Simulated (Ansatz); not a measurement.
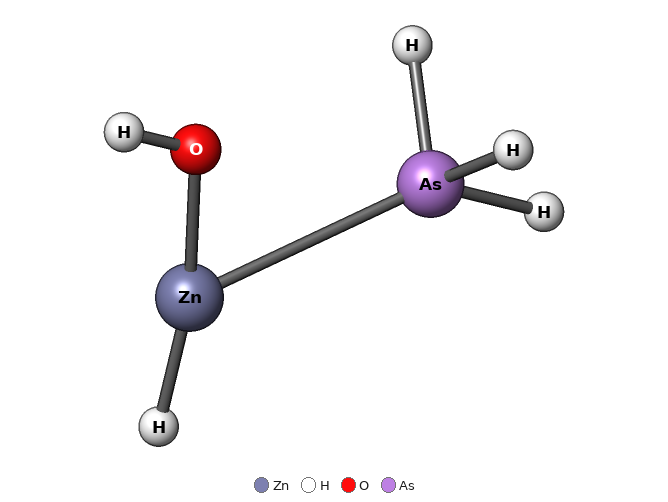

Sticks follow a distance rule. Harmonic vibrations computed with RKS PBE0-D4/def2-TZVP (Ansatz 0.2.0) at a stationary point of the same level.

**Is this a minimum or a saddle point?**

A minimum: no imaginary frequency, and the lowest mode lies at 73 cm⁻¹.

**List the wavenumbers.**

18 modes: 73, 82, 88, 184, 250, 252, 457, 472, 634, 739, 905, 1010, 1013, 1931, 2241, 2275, 2285, 3912 cm⁻¹.
